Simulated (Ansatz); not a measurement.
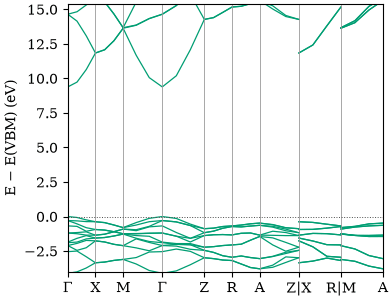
Figure. Band structure from HSE06 (plane waves, PAW; program Ansatz)

**Question.** Read off the gap and where the band edges lie.

**Answer.** About 9.4 eV (9.39 eV among the points solved); maximum at Γ, minimum at Γ.

The material is MgF2 (rutile, space group No. 136).

Space group P4_2/mnm (rutile). The cell was relaxed with HSE06 under the symmetry of its start. The hybrid was solved on a coarse mesh, the path and, where they were found, the r²SCAN edge points; its band edges are the extreme levels among these.

Potentials: the earlier of the program's two PAW sets.
